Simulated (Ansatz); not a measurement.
## Electronic structure of BCl2H···HF···HF in real space

The calculation's input:

```
crystal:
  periodic: [false, false, false]
  atoms:
    - {symbol: B, position_ang: [-0.350146, 0.814762, -0.982098]}
    - {symbol: H, position_ang: [0.567050, 1.421988, -0.546977]}
    - {symbol: Cl, position_ang: [-0.077036, -0.846779, -1.531354]}
    - {symbol: Cl, position_ang: [-1.868769, 1.564545, -1.300519]}
    - {symbol: H, position_ang: [0.017535, -0.362282, 1.585406]}
    - {symbol: F, position_ang: [-0.695664, 0.229023, 1.447004]}
    - {symbol: H, position_ang: [1.112625, -1.412534, 0.204339]}
    - {symbol: F, position_ang: [1.294406, -1.408624, 1.124199]}
basis:
  gaussian: {orbitals: def2-TZVPP}
hamiltonian: {xc: pbe0, dispersion: d4}
output: {orbitals: {seedname: orbitals}}
```

Command:

```sh
ansatz run in.yaml --threads 4 --pin off --events-out ev --progress --plain --max-ram 9574MiB
```

The reactant side of a reaction path; geometry: PBE0-D4/def2-TZVP.

These are results of RKS PBE0-D4/def2-TZVPP in Ansatz, not measurements.

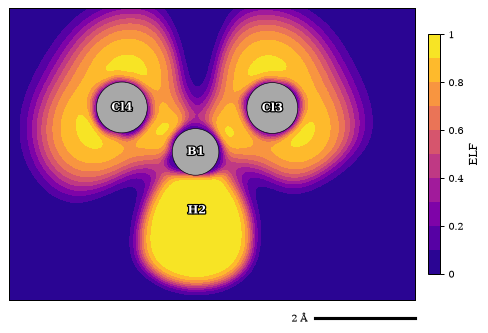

Figure 1. ELF on the plane of atoms Cl3, B1 and Cl4. Grey discs cover the atomic cores.

What does the map show?

The section cuts through B, H and Cl sites. B–Cl (1.72 Å): the ELF peaks at about 0.90 between the atoms, as expected for a polar covalent bond. B–Cl (1.77 Å): the ELF peaks at about 0.90 between the atoms: a polar covalent bond. B–H (1.18 Å): the ELF climbs to about 1 towards the hydrogen, as it does in any bond to H (a covalent bond by its length). The ELF also peaks beside Cl3 and Cl4, away from the bonds: lone-pair regions.

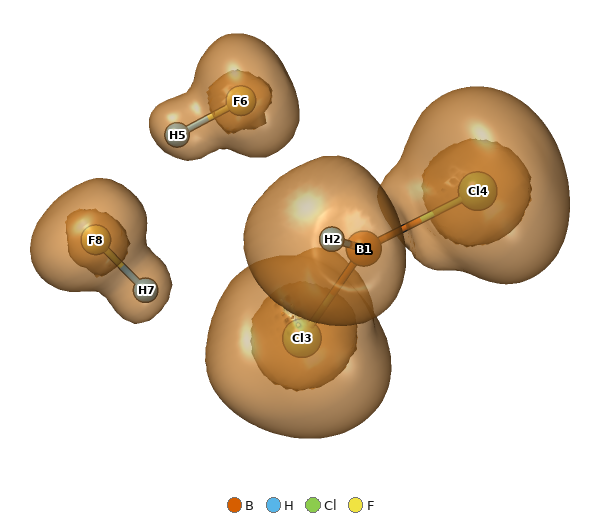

Figure 2. Isosurface of the ELF at 0.75 (orange), seen across its widest extent. Only the valence region is drawn (cores and ρ < 0.01 e/Å³ removed).

Identify the bonds, lone pairs and shells in this picture.

The ELF exceeds this value in one region around a hydrogen nucleus, two regions on Cl in which the atom's valence shell and bonds are merged and two joined regions spread over several atoms (F, H), in which their bonds and any lone pairs are merged. Along the contacts the grid gives the following. F8···H5 (1.71 Å): the ELF dips to about 0.10 between them: a closed-shell contact with the geometry of a hydrogen bond.

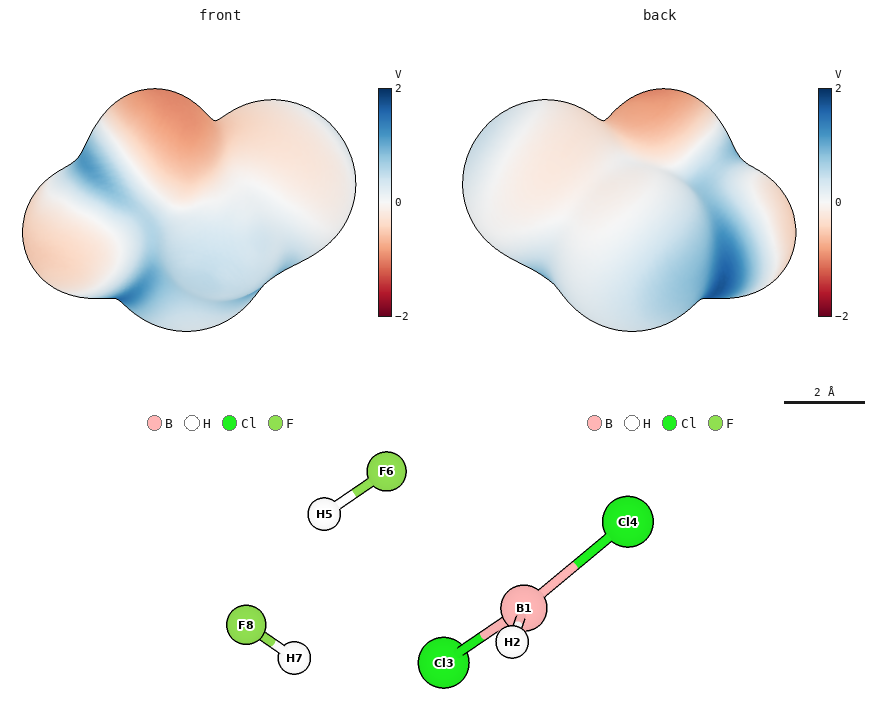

Figure 3. The molecular electrostatic potential painted on the density surface at 0.001 e/bohr³, seen from the front and from behind; red is negative and blue positive. The bare structure is drawn below in the same view.

Describe the electrostatic potential map.

The most negative region (about −0.9 V, or −21 kcal/mol for a unit charge) lies over F6, the most positive (about +1.6 V, or +37 kcal/mol for a unit charge) over H7. Cl3 shows a σ-hole: about +0.8 V, or +18 kcal/mol for a unit charge at the tip opposite its bond, against about +0.3 V on its flanks. Cl4 shows a σ-hole: about +0.4 V, or +9 kcal/mol for a unit charge at the tip opposite its bond, against about −0.2 V on its flanks.
